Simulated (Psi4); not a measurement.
# SiO (SMILES O=[Si]) at HF/STO-3G

What is the vertical singlet–triplet gap of SiO at HF/STO-3G? The job is set up through a Python script.

The results are computed with Psi4 1.11.

5 further runs of the same task are left out: 4 that didn't finish, 1 set aside as unsound or not needed.

## 1. The structure to begin with

SiO has 2 atoms, charge 0, and is taken as a singlet. As SMILES, `O=[Si]`. Geometry: relaxed at PBE0-D4/def2-TZVP.

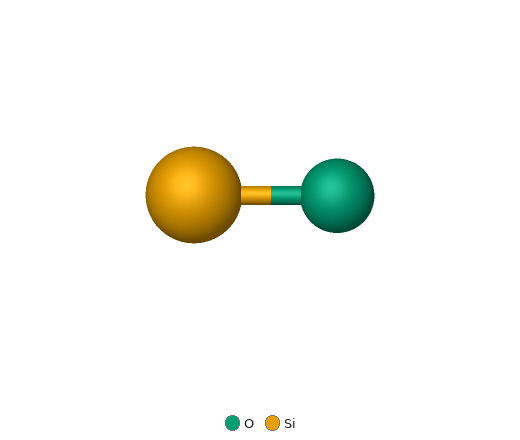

The structure, seen from a chosen angle (oxygen teal, silicon amber).

## 2. A single-point energy at HF/STO-3G

Contents of run.py:

```python
import psi4

psi4.set_memory('1600 MB')
psi4.set_num_threads(1)
psi4.core.set_output_file('output.dat', False)

m = psi4.geometry("""
O     -0.640700     0.231500    -0.324000
Si     0.640700    -0.231500     0.324000
units angstrom
symmetry c1
no_reorient
no_com
""")

psi4.set_options({
    'basis': 'STO-3G',
    'puream': True,
    'e_convergence': 1e-09,
    'd_convergence': 1e-08,
    'scf_type': 'pk',
})

E, wfn = psi4.energy("hf", return_wfn=True)
psi4.oeprop(wfn, "DIPOLE", "MULLIKEN_CHARGES", "QUADRUPOLE")
print(f'hf energy: {E:.10f} Eh')
```

Started as:

```sh
python run.py
```

output.dat (excerpt; [...] marks lines left out):

```text
[...]
  Running in c1 symmetry.
[...]
  Nuclear repulsion =   39.283332351226669
[...]
  Multiplicity = 1
[...]
  Nalpha       = 11
  Nbeta        = 11
[...]
    Number of basis functions: 14
[...]
   @RHF iter   1:  -359.24366317588363   -1.15934e+00   2.83998e-02 DIIS/ADIIS
[...]
   @RHF iter   9:  -359.39845818398715   -1.80762e-11   2.34566e-09 DIIS
[...]
    Orbital Energies [Eh]
    ---------------------
    Doubly Occupied:
       1A    -67.861023     2A    -20.109058     3A     -5.880616
       4A     -3.897772     5A     -3.896778     6A     -3.896778
       7A     -1.153854     8A     -0.477714     9A     -0.305741
      10A     -0.305741    11A     -0.281991
[...]
  @RHF Final Energy:  -359.39845818398715
   => Energetics <=
    Nuclear Repulsion Energy =             39.2833323512266688
    One-Electron Energy =                -581.2294464294411682
    Two-Electron Energy =                 182.5476558942273186
    Total Energy =                       -359.3984581839871453
[...]
 Multipole Moments:
 ------------------------------------------------------------------------------------
     Multipole            Electronic (a.u.)      Nuclear  (a.u.)        Total (a.u.)
 ------------------------------------------------------------------------------------
 L = 1.  Multiply by 2.5417464519 to convert [e a0] to [Debye]
 Dipole X            :         -6.6300947            7.2644852            0.6343905
 Dipole Y            :          2.3956094           -2.6248296           -0.2292202
 Dipole Z            :         -3.3528183            3.6736276            0.3208093
 Magnitude           :                                                    0.7469349
 L = 2.  Multiply by 1.3450342976 to convert [e a0^2] to [Debye ang]
 Quadrupole XX       :        -44.3306444           32.2500107          -12.0806336
 Quadrupole XY       :         12.5175413          -11.6526884            0.8648529
[...]
  Mulliken Charges: (a.u.)
   Center  Symbol    Alpha    Beta     Spin     Total
       1     O     4.24741  4.24741  0.00000 -0.49483
       2    SI     6.75259  6.75259  0.00000  0.49483
   Total alpha = 11.00000, Total beta = 11.00000, Total charge = -0.00000
```

On the terminal:

```text
hf energy: -359.3984581840 Eh
```

Run time: 1.9 s. Hardware: 1 thread of Intel Xeon Platinum 8223CL at 3.00GHz (Skylake/Cascade Lake), shared host; peak memory 0.18 GiB.

## 3. The triplet: energy and forces at UHF/STO-3G

Contents of run.py:

```python
import psi4

psi4.set_memory(1600000000)
psi4.set_num_threads(1)
psi4.core.set_output_file('output.dat', False)

m = psi4.geometry("""
0 3
O     -0.640700     0.231500    -0.324000
Si     0.640700    -0.231500     0.324000
units angstrom
symmetry c1
no_reorient
no_com
""")

psi4.set_options({
    'basis': 'STO-3G',
    'reference': 'uhf',
    'puream': True,
    'e_convergence': 1e-09,
    'd_convergence': 1e-08,
    'scf_type': 'pk',
    'maxiter': 100,
})

result, w = psi4.gradient("hf", molecule=m, return_wfn=True)
psi4.oeprop(w, "LOWDIN_CHARGES", "MULLIKEN_CHARGES", "QUADRUPOLE")
print('gradient / Eh bohr^-1')
print(result.np.round(6))
print(f'energy = {w.energy():.10f} Eh')
```

Started as:

```sh
python run.py
```

output.dat (excerpt; [...] marks lines left out):

```text
[...]
  Running in c1 symmetry.
[...]
  Nuclear repulsion =   39.283332351226669
[...]
  Multiplicity = 3
[...]
  Nalpha       = 12
  Nbeta        = 10
[...]
    Number of basis functions: 14
[...]
   @UHF iter   1:  -359.03978372240141   -9.55464e-01   2.93172e-02 ADIIS/DIIS
[...]
   @UHF iter  18:  -359.26087026180056    1.70530e-13   4.95967e-10 DIIS
[...]
   @S^2 Observed:                2.009895680E+00
[...]
  @UHF Final Energy:  -359.26087026180056
   => Energetics <=
    Nuclear Repulsion Energy =             39.2833323512266688
    One-Electron Energy =                -580.9302139644598810
    Two-Electron Energy =                 182.3860113514326144
    Total Energy =                       -359.2608702618005623
  UHF NO Occupations:
  HONO-2 :   10  A 1.9960809
  HONO-1 :   11  A 1.0000000
[...]
  -Total Gradient:
     Atom            X                  Y                   Z
    ------   -----------------  -----------------  -----------------
       1        0.105227748372    -0.038021263849     0.053213345517
       2       -0.105227748370     0.038021263849    -0.053213345517
[...]
 Multipole Moments:
 ------------------------------------------------------------------------------------
     Multipole            Electronic (a.u.)      Nuclear  (a.u.)        Total (a.u.)
 ------------------------------------------------------------------------------------
 L = 1.  Multiply by 2.5417464519 to convert [e a0] to [Debye]
 Dipole X            :         -6.9171369            7.2644852            0.3473482
 Dipole Y            :          2.4993245           -2.6248296           -0.1255051
 Dipole Z            :         -3.4979747            3.6736276            0.1756529
 Magnitude           :                                                    0.4089698
 L = 2.  Multiply by 1.3450342976 to convert [e a0^2] to [Debye ang]
 Quadrupole XX       :        -42.9371935           32.2500107          -10.6871828
 Quadrupole XY       :         11.5706099          -11.6526884           -0.0820786
[...]
  Mulliken Charges: (a.u.)
   Center  Symbol    Alpha    Beta     Spin     Total
[...]
```

Standard output:

```text
gradient / Eh bohr^-1
[[ 0.105228 -0.038021  0.053213]
 [-0.105228  0.038021 -0.053213]]
energy = -359.2608702618 Eh
```

Run time: 2.2 s. Hardware: 1 thread of Intel Xeon Platinum 8223CL at 3.00GHz (Skylake/Cascade Lake), shared host; peak memory 0.18 GiB.

## 4. Outcome

Level: HF/STO-3G.

| quantity | value |
| --- | --- |
| singlet: total energy | -359.39846 Eh |
| singlet: dipole moment | 1.90 D |
| singlet: HOMO energy | -7.67 eV |
| singlet: LUMO energy | 7.97 eV |
| singlet: HOMO–LUMO gap | 15.65 eV |
| triplet: total energy | -359.26087 Eh |
| triplet: dipole moment | 1.04 D |
| triplet: HOMO energy (highest over α and β) | -2.80 eV |
| triplet: LUMO energy (lowest over α and β) | 5.64 eV |
| triplet: ⟨S²⟩ | 2.010 |
| triplet: largest force on an atom | 6.371 eV/Å |
| vertical energy of the triplet above the singlet | 3.744 eV |

At this shape the triplet lies 3.74 eV (86 kcal/mol) above the singlet. In a minimal basis such a difference can be off by several eV, whatever the method.
